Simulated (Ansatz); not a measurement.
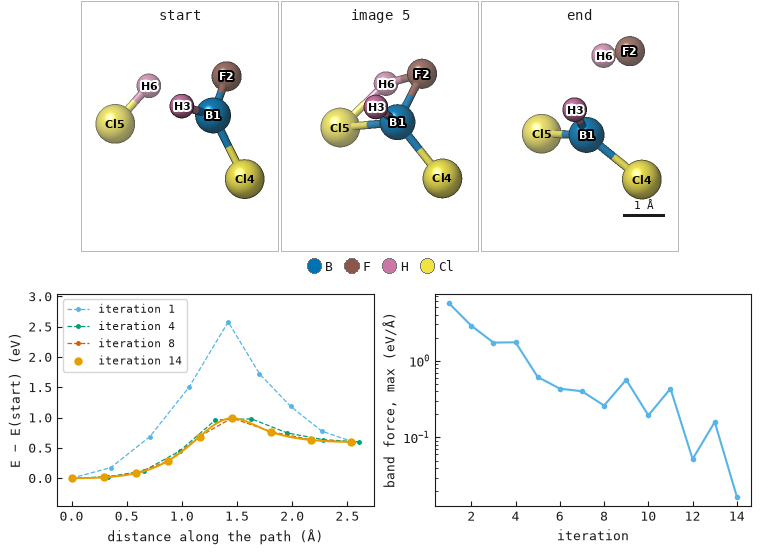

NEB run on BH₂Cl₂F, made up at the start of BHClF and HCl. Images are numbered from 0 (start) to 8 (end). The plot follows the band through its iterations. Style: ball-and-stick. Shown from a free direction.

Computed with RKS PBE0-D4/def2-SVP in Ansatz 0.2.0. Settings: 7 movable images; climbing image; force threshold 0.05 eV/Å; iteration limit 60; starting path through a guess of the saddle point.

Question: How did the profile develop, and is the result final?

Answer: The result is final at these settings. The band converged in 14 iterations. The largest component of the band force went from 5.6 to 0.017 eV/Å. The climbing image converged on the top of the path. Its vibrational analysis gives one imaginary mode (852i cm⁻¹), as a transition state must have. The first iteration put the highest image at 2.58 eV. The highest point, image 5, lies 0.99 eV above the start and 0.39 eV above the end; the end is at +0.60 eV relative to the start.

Limits of the set-up: the start holds two separate molecules, 2.5 Å apart at their closest, whose relative position is a soft coordinate.

Cost: 4.3 min on 1 thread of Arm Neoverse V1, with other jobs on the host, peak memory 0.14 GiB.
